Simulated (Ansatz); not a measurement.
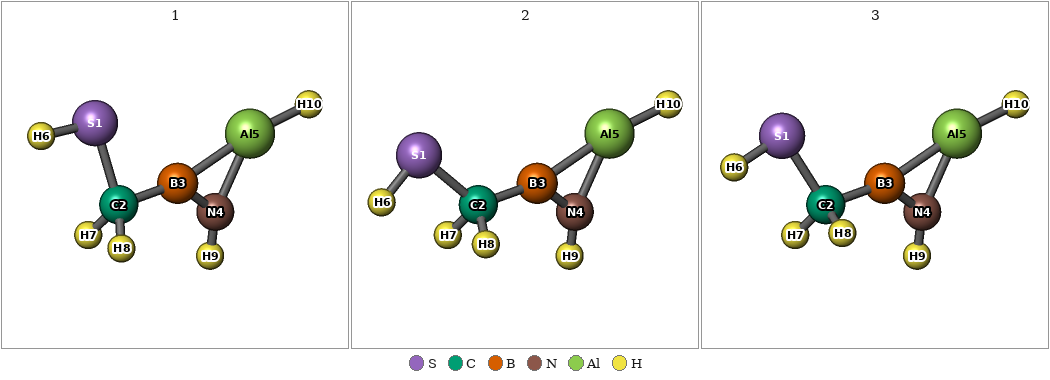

CH₅AlBNS, SMILES SC[B]1[NH][AlH]1. First axis: angle S1–C2–B3. Second axis: angle H8–C2–H7. Nothing is relaxed (all other coordinates rigid). Grid: 11 × 11 points. Points are written as (first, second). Energies: eV, counted from the lowest grid point. These are results of RKS B3LYP-D4/def2-SVP in Ansatz 0.2.0, not measurements.

The numbered pictures are structures from this grid.

### Rank them by energy, lowest first.

3, at (110.2°, 107.6°): 0.00 eV; 2, at (128.2°, 89.6°): 0.46 eV; 1, at (92.2°, 80.6°): 1.05 eV.

The map, with the structures marked:

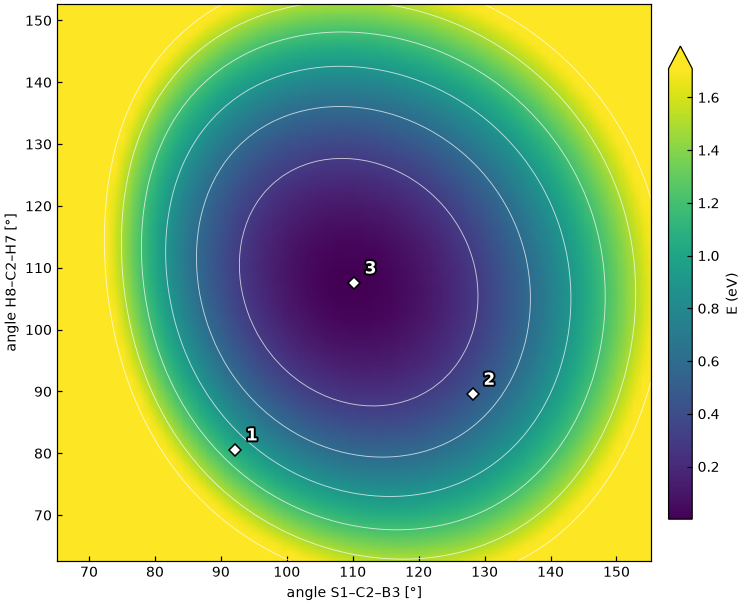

Drawn: a smooth colour map with a few white contour lines, one colour for all values above the top of the scale. Between grid points the surface is interpolated.
